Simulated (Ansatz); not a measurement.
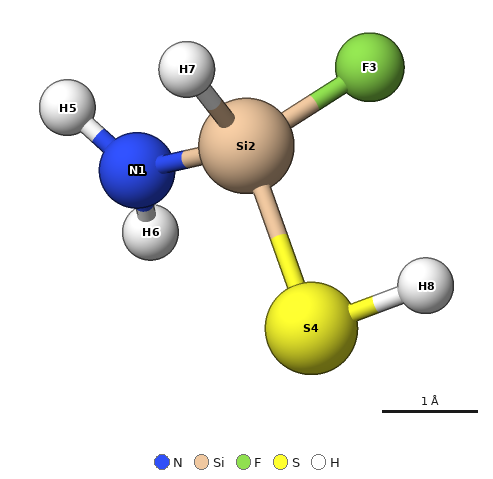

*The structure as given in the input (ball-and-stick view, seen at a tilt; atoms are numbered from 1 in the order of the input).*

## Molecular dynamics, with input and output: SiNH$_{4}$SF (part 1 of 3)

- system: SiNH$_{4}$SF, SMILES N[SiH](F)S
- method: RKS revPBE-d3bjatm/def2-SVP (Ansatz 0.2.0)

The geometry comes from this level: PBE0-D4/def2-TZVP. Figures and captions count atoms from 1; the log counts them from 0 in places.

## The program's output
```
Functional definition: revPBE
  name "revPBE"
  cite "Zhang & Yang, Phys. Rev. Lett. 80, 890 (1998) doi:10.1103/PhysRevLett.80.890"
  cite "Perdew, Burke & Ernzerhof, Phys. Rev. Lett. 77, 3865 (1996) doi:10.1103/PhysRevLett.77.3865"
  parameter kappa = 1.245
  parameter beta = 0.06672455060314922
  exchange = pbe_x(kappa = kappa, mu = beta*pi^2/3)
  correlation = pbe_c(beta = beta)
953 factors; their error is unknown
mean field evaluation 1: about -22966.0152 eV, gradient 6.4e1 eV
mean field evaluation 2: about -22942.3817 eV, gradient 1.1e2 eV
mean field evaluation 4: about -22973.8355 eV, gradient 7.7e0 eV
mean field evaluation 8: about -22973.9438 eV, gradient 1.7e-1 eV
mean field evaluation 16: about -22973.8754 eV, gradient 1.5e-4 eV
mean field -22973.87537829 eV, -844.2743479003 hartree, gradient 5.2e-5 eV, S^2 0.000000; 0 other end points of the search recorded, 0 dependent functions left out
the calculation of the forces begins
reference -22973.87541704 eV, -844.2743493242 hartree; 25, 25 occupied and 59, 59 virtual orbitals, 953 factors
md step     0: t =     0.00 fs  T =   700.0 K  F+E_penalty+E_count = -22974.29409163 eV  E_kin = 0.542892 eV  conserved = -22973.75119963 eV  (26 SCF iters)
these checks for a lower state are left out or cut short: starts, cluster_reference, orbital_swaps, neighbouring_geometries, increment
953 factors; their error is unknown
mean field -22973.79992956 eV, -844.2715752105 hartree, gradient 1.9e-5 eV, S^2 0.000000; 0 other end points of the search recorded, 0 dependent functions left out
the calculation of the forces begins
reference -22973.79996864 eV, -844.2715766467 hartree; 25, 25 occupied and 59, 59 virtual orbitals, 953 factors
md step     1: t =     2.00 fs  T =   624.4 K  F+E_penalty+E_count = -22974.21905162 eV  E_kin = 0.484298 eV  conserved = -22973.73475366 eV  (27 SCF iters, 5 dispersion substeps)
[... from here on the SCF iterations and repeated set-up lines of each step are left out, up to the last step ...]
md step     2: t =     4.00 fs  T =   498.4 K  F+E_penalty+E_count = -22974.11499086 eV  E_kin = 0.386521 eV  conserved = -22973.72846939 eV  (29 SCF iters, 5 dispersion substeps)
md step     3: t =     6.00 fs  T =   413.0 K  F+E_penalty+E_count = -22974.06297707 eV  E_kin = 0.320329 eV  conserved = -22973.74264834 eV  (29 SCF iters, 5 dispersion substeps)
md step     4: t =     8.00 fs  T =   347.4 K  F+E_penalty+E_count = -22973.98487744 eV  E_kin = 0.269454 eV  conserved = -22973.71542351 eV  (28 SCF iters, 5 dispersion substeps)
md step     5: t =    10.00 fs  T =   423.4 K  F+E_penalty+E_count = -22974.06785354 eV  E_kin = 0.328409 eV  conserved = -22973.73944481 eV  (27 SCF iters, 5 dispersion substeps)
md step     6: t =    12.00 fs  T =   393.7 K  F+E_penalty+E_count = -22974.02753096 eV  E_kin = 0.305375 eV  conserved = -22973.72215622 eV  (29 SCF iters, 5 dispersion substeps)
md step     7: t =    14.00 fs  T =   411.4 K  F+E_penalty+E_count = -22974.06274793 eV  E_kin = 0.319041 eV  conserved = -22973.74370707 eV  (29 SCF iters, 5 dispersion substeps)
md step     8: t =    16.00 fs  T =   296.4 K  F+E_penalty+E_count = -22973.94171410 eV  E_kin = 0.229879 eV  conserved = -22973.71183489 eV  (29 SCF iters, 5 dispersion substeps)
md step     9: t =    18.00 fs  T =   316.4 K  F+E_penalty+E_count = -22973.98174166 eV  E_kin = 0.245382 eV  conserved = -22973.73635949 eV  (29 SCF iters, 5 dispersion substeps)
md step    10: t =    20.00 fs  T =   364.4 K  F+E_penalty+E_count = -22974.01222955 eV  E_kin = 0.282589 eV  conserved = -22973.72964014 eV  (29 SCF iters, 5 dispersion substeps)
md step    11: t =    22.00 fs  T =   409.0 K  F+E_penalty+E_count = -22974.05181967 eV  E_kin = 0.317217 eV  conserved = -22973.73460301 eV  (28 SCF iters, 5 dispersion substeps)
md step    12: t =    24.00 fs  T =   371.8 K  F+E_penalty+E_count = -22974.02753838 eV  E_kin = 0.288369 eV  conserved = -22973.73916967 eV  (28 SCF iters, 5 dispersion substeps)
md step    13: t =    26.00 fs  T =   255.3 K  F+E_penalty+E_count = -22973.92890713 eV  E_kin = 0.198013 eV  conserved = -22973.73089435 eV  (29 SCF iters, 5 dispersion substeps)
md step    14: t =    28.00 fs  T =   178.4 K  F+E_penalty+E_count = -22973.86965065 eV  E_kin = 0.138391 eV  conserved = -22973.73126009 eV  (28 SCF iters, 5 dispersion substeps)
md step    15: t =    30.00 fs  T =   162.6 K  F+E_penalty+E_count = -22973.84502983 eV  E_kin = 0.126080 eV  conserved = -22973.71894955 eV  (29 SCF iters, 5 dispersion substeps)
md step    16: t =    32.00 fs  T =   316.6 K  F+E_penalty+E_count = -22973.98493347 eV  E_kin = 0.245509 eV  conserved = -22973.73942454 eV  (29 SCF iters, 5 dispersion substeps)
md step    17: t =    34.00 fs  T =   435.6 K  F+E_penalty+E_count = -22974.07094899 eV  E_kin = 0.337796 eV  conserved = -22973.73315333 eV  (28 SCF iters, 5 dispersion substeps)
md step    18: t =    36.00 fs  T =   461.4 K  F+E_penalty+E_count = -22974.09994760 eV  E_kin = 0.357813 eV  conserved = -22973.74213469 eV  (28 SCF iters, 5 dispersion substeps)
md step    19: t =    38.00 fs  T =   358.0 K  F+E_penalty+E_count = -22974.00024083 eV  E_kin = 0.277652 eV  conserved = -22973.72258857 eV  (28 SCF iters, 5 dispersion substeps)
md step    20: t =    40.00 fs  T =   349.2 K  F+E_penalty+E_count = -22974.00270283 eV  E_kin = 0.270796 eV  conserved = -22973.73190698 eV  (28 SCF iters, 5 dispersion substeps)
md step    21: t =    42.00 fs  T =   395.4 K  F+E_penalty+E_count = -22974.02992099 eV  E_kin = 0.306648 eV  conserved = -22973.72327260 eV  (28 SCF iters, 5 dispersion substeps)
md step    22: t =    44.00 fs  T =   493.8 K  F+E_penalty+E_count = -22974.12357212 eV  E_kin = 0.382949 eV  conserved = -22973.74062312 eV  (27 SCF iters, 5 dispersion substeps)
md step    23: t =    46.00 fs  T =   472.3 K  F+E_penalty+E_count = -22974.09930783 eV  E_kin = 0.366311 eV  conserved = -22973.73299672 eV  (28 SCF iters, 5 dispersion substeps)
md step    24: t =    48.00 fs  T =   402.4 K  F+E_penalty+E_count = -22974.03885404 eV  E_kin = 0.312118 eV  conserved = -22973.72673602 eV  (28 SCF iters, 5 dispersion substeps)
md step    25: t =    50.00 fs  T =   373.8 K  F+E_penalty+E_count = -22974.02448715 eV  E_kin = 0.289904 eV  conserved = -22973.73458304 eV  (28 SCF iters, 5 dispersion substeps)
md step    26: t =    52.00 fs  T =   369.1 K  F+E_penalty+E_count = -22974.00188597 eV  E_kin = 0.286226 eV  conserved = -22973.71565975 eV  (29 SCF iters, 5 dispersion substeps)
md step    27: t =    54.00 fs  T =   487.0 K  F+E_penalty+E_count = -22974.12308174 eV  E_kin = 0.377713 eV  conserved = -22973.74536908 eV  (29 SCF iters, 5 dispersion substeps)
md step    28: t =    56.00 fs  T =   507.2 K  F+E_penalty+E_count = -22974.11957979 eV  E_kin = 0.393388 eV  conserved = -22973.72619201 eV  (28 SCF iters, 5 dispersion substeps)
md step    29: t =    58.00 fs  T =   544.3 K  F+E_penalty+E_count = -22974.17179528 eV  E_kin = 0.422155 eV  conserved = -22973.74963992 eV  (27 SCF iters, 5 dispersion substeps)
md step    30: t =    60.00 fs  T =   385.8 K  F+E_penalty+E_count = -22974.01708682 eV  E_kin = 0.299229 eV  conserved = -22973.71785784 eV  (28 SCF iters, 5 dispersion substeps)
md step    31: t =    62.00 fs  T =   341.9 K  F+E_penalty+E_count = -22974.00449476 eV  E_kin = 0.265199 eV  conserved = -22973.73929612 eV  (27 SCF iters, 5 dispersion substeps)
md step    32: t =    64.00 fs  T =   361.4 K  F+E_penalty+E_count = -22974.00927889 eV  E_kin = 0.280287 eV  conserved = -22973.72899183 eV  (28 SCF iters, 5 dispersion substeps)
md step    33: t =    66.00 fs  T =   434.4 K  F+E_penalty+E_count = -22974.07049074 eV  E_kin = 0.336911 eV  conserved = -22973.73357982 eV  (28 SCF iters, 3 dispersion substeps)
md step    34: t =    68.00 fs  T =   502.8 K  F+E_penalty+E_count = -22974.13629737 eV  E_kin = 0.389955 eV  conserved = -22973.74634254 eV  (28 SCF iters, 3 dispersion substeps)
md step    35: t =    70.00 fs  T =   440.2 K  F+E_penalty+E_count = -22974.06395158 eV  E_kin = 0.341384 eV  conserved = -22973.72256755 eV  (28 SCF iters, 3 dispersion substeps)
md step    36: t =    72.00 fs  T =   409.7 K  F+E_penalty+E_count = -22974.05449712 eV  E_kin = 0.317760 eV  conserved = -22973.73673733 eV  (29 SCF iters, 3 dispersion substeps)
md step    37: t =    74.00 fs  T =   382.8 K  F+E_penalty+E_count = -22974.01824803 eV  E_kin = 0.296903 eV  conserved = -22973.72134546 eV  (28 SCF iters, 3 dispersion substeps)
md step    38: t =    76.00 fs  T =   489.8 K  F+E_penalty+E_count = -22974.12222767 eV  E_kin = 0.379876 eV  conserved = -22973.74235118 eV  (28 SCF iters, 3 dispersion substeps)
md step    39: t =    78.00 fs  T =   491.6 K  F+E_penalty+E_count = -22974.11236430 eV  E_kin = 0.381235 eV  conserved = -22973.73112889 eV  (29 SCF iters, 3 dispersion substeps)
md step    40: t =    80.00 fs  T =   401.3 K  F+E_penalty+E_count = -22974.05772193 eV  E_kin = 0.311252 eV  conserved = -22973.74647019 eV  (28 SCF iters, 3 dispersion substeps)
md step    41: t =    82.00 fs  T =   231.3 K  F+E_penalty+E_count = -22973.90164222 eV  E_kin = 0.179386 eV  conserved = -22973.72225661 eV  (30 SCF iters, 3 dispersion substeps)
md step    42: t =    84.00 fs  T =   229.3 K  F+E_penalty+E_count = -22973.90736253 eV  E_kin = 0.177819 eV  conserved = -22973.72954346 eV  (30 SCF iters, 3 dispersion substeps)
md step    43: t =    86.00 fs  T =   323.3 K  F+E_penalty+E_count = -22973.98933134 eV  E_kin = 0.250763 eV  conserved = -22973.73856874 eV  (30 SCF iters, 3 dispersion substeps)
md step    44: t =    88.00 fs  T =   422.6 K  F+E_penalty+E_count = -22974.06798217 eV  E_kin = 0.327765 eV  conserved = -22973.74021739 eV  (29 SCF iters, 3 dispersion substeps)
md step    45: t =    90.00 fs  T =   440.2 K  F+E_penalty+E_count = -22974.07893255 eV  E_kin = 0.341407 eV  conserved = -22973.73752515 eV  (29 SCF iters, 3 dispersion substeps)
md step    46: t =    92.00 fs  T =   375.5 K  F+E_penalty+E_count = -22974.01587968 eV  E_kin = 0.291205 eV  conserved = -22973.72467481 eV  (29 SCF iters, 3 dispersion substeps)
md step    47: t =    94.00 fs  T =   388.2 K  F+E_penalty+E_count = -22974.04711493 eV  E_kin = 0.301066 eV  conserved = -22973.74604927 eV  (29 SCF iters, 3 dispersion substeps)
md step    48: t =    96.00 fs  T =   330.1 K  F+E_penalty+E_count = -22973.96352301 eV  E_kin = 0.256046 eV  conserved = -22973.70747741 eV  (29 SCF iters, 3 dispersion substeps)
md step    49: t =    98.00 fs  T =   410.0 K  F+E_penalty+E_count = -22974.06537308 eV  E_kin = 0.318018 eV  conserved = -22973.74735514 eV  (29 SCF iters, 3 dispersion substeps)
these checks for a lower state are left out or cut short: starts, cluster_reference, orbital_swaps, neighbouring_geometries, increment
953 factors; their error is unknown
mean field -22973.61782131 eV, -844.2648828556 hartree, gradient 2.6e-5 eV, S^2 0.000000; 0 other end points of the search recorded, 0 dependent functions left out
the calculation of the forces begins
reference -22973.61786122 eV, -844.2648843225 hartree; 25, 25 occupied and 59, 59 virtual orbitals, 953 factors
953 factors; their error is unknown
mean field evaluation 416: about -22973.6844 eV, gradient 9.4e-1 eV
mean field -22973.61782131 eV, -844.2648828556 hartree, gradient 2.5e-5 eV, S^2 0.000000; 1 other end points of the search recorded, 0 dependent functions left out
the calculation of the forces begins
reference -22973.61786122 eV, -844.2648843225 hartree; 25, 25 occupied and 59, 59 virtual orbitals, 953 factors
md step    50: t =   100.00 fs  T =   371.6 K  F+E_penalty+E_count = -22974.01377353 eV  E_kin = 0.288221 eV  conserved = -22973.72555298 eV  (28 SCF iters, 3 dispersion substeps)
```

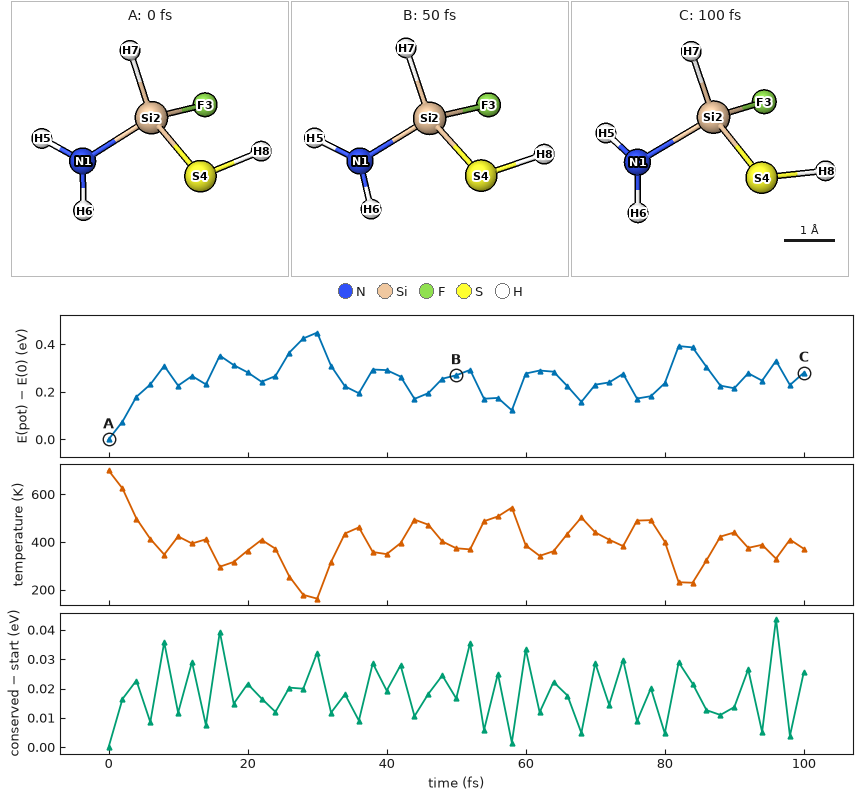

*Frames of the molecular dynamics (ball-and-stick, seen at a tilt) above the curves, on which the letters mark them.*

The trajectory kept here has 51 frames over 100 fs. The temperature starts at 700 K, ranges from 163 to 700 K and averages 402 K over the second half. The potential energy ends 0.280 eV above its first value. The conserved quantity stays within 0.044 eV. After an unweighted best fit of the last frame on the first, the root-mean-square displacement is 0.18 Å.

```
Total energy: -22974.01381345 eV, -844.2794352983 hartree
Atom 0 at    -0.959438     1.066622     0.455195 Å, force     1.561973    -0.101868     0.673968 eV/Å
Atom 1 at     0.400036    -0.163245     0.203957 Å, force    -1.696651     1.455591     0.101003 eV/Å
Atom 2 at     1.772815     0.561325    -0.396080 Å, force    -0.308429    -0.461649     0.090893 eV/Å
Atom 3 at    -0.363321    -1.726010    -1.129152 Å, force     0.045050     0.430188     0.171880 eV/Å
Atom 4 at    -0.734049     1.805665     1.216608 Å, force    -0.507982    -1.336860    -1.545739 eV/Å
Atom 5 at    -1.494366     1.488986    -0.342918 Å, force     0.735896    -0.420904     0.691383 eV/Å
Atom 6 at     0.712686    -0.771535     1.552299 Å, force     0.065091     0.326110    -0.254724 eV/Å
Atom 7 at     0.740268    -1.821825    -1.920257 Å, force     0.105051     0.109390     0.071336 eV/Å
Dipole moment:    -0.011526     0.226608     0.021351 e Å
```

## Trajectory as extended XYZ (Å, eV, eV/Å), 51 frames, from step=0 to step=50
```
8
Properties=species:S:1:pos:R:3:forces:R:3 step=0 time_fs=0.0 energy=-22974.29409 temperature=700.0
N    -0.9021    0.9559    0.4122   -0.2640  -0.0413   0.0758
Si    0.3755   -0.1300    0.2163   -0.5934  -0.7493   0.6300
F     1.7043    0.4673   -0.4490    1.4492   0.6549  -0.7321
S    -0.3268   -1.6380   -1.1011   -0.6468  -0.2813  -0.1745
H    -0.9928    1.5308    1.2327   -0.0747   0.3951   0.5632
H    -1.4566    1.2868   -0.3594   -0.3831   0.2296  -0.5279
H     0.7905   -0.5962    1.5545    0.0736  -0.0985   0.3452
H     0.9003   -1.9335   -1.5620    0.4392  -0.1093  -0.1797
8
Properties=species:S:1:pos:R:3:forces:R:3 step=1 time_fs=2.0 energy=-22974.21905 temperature=624.4
N    -0.8966    0.9603    0.4166   -1.4136   0.4687  -1.6889
Si    0.3639   -0.1332    0.2305    0.5753  -0.4747   0.1104
F     1.7089    0.4656   -0.4632    0.7349   0.3446  -0.3861
S    -0.3226   -1.6326   -1.1043   -0.4608  -0.4466  -0.2683
H    -1.0063    1.5070    1.2685   -0.3264   0.2881  -0.2063
H    -1.4400    1.2075   -0.4737    0.6888  -0.0014   1.8963
H     0.8140   -0.5510    1.5625    0.0791  -0.2526   0.5240
H     0.8992   -1.9877   -1.5799    0.1227   0.0739   0.0189
8
Properties=species:S:1:pos:R:3:forces:R:3 step=2 time_fs=4.0 energy=-22974.11499 temperature=498.4
N    -0.8950    0.9660    0.4164   -1.1965   0.3820  -1.1986
Si    0.3531   -0.1371    0.2448    1.6876  -0.2802   0.0252
F     1.7151    0.4646   -0.4782    0.0684   0.0603  -0.0262
S    -0.3189   -1.6277   -1.1078   -0.1770  -0.6484  -0.3926
H    -1.0323    1.4943    1.2964   -0.3815  -0.0080  -0.9914
H    -1.3970    1.1281   -0.5153    0.3155   0.4532   2.0488
H     0.8405   -0.5155    1.5906   -0.0434  -0.2602   0.2864
H     0.9028   -2.0391   -1.5971   -0.2731   0.3012   0.2485
8
Properties=species:S:1:pos:R:3:forces:R:3 step=3 time_fs=6.0 energy=-22974.06298 temperature=413.0
N    -0.8967    0.9727    0.4128    0.3157  -0.3689   0.8184
Si    0.3446   -0.1413    0.2592    2.5895  -0.1218   0.1575
F     1.7214    0.4637   -0.4933   -0.4851  -0.1700   0.3132
S    -0.3155   -1.6236   -1.1117   -0.1801  -0.7279  -0.3778
H    -1.0729    1.4813    1.2864   -0.4355   0.1426  -0.7478
H    -1.3419    1.0660   -0.4785   -1.2279   1.0304  -0.3640
H     0.8654   -0.4899    1.6297   -0.2287  -0.2042  -0.1427
H     0.8959   -2.0789   -1.6048   -0.3478   0.4199   0.3432
```
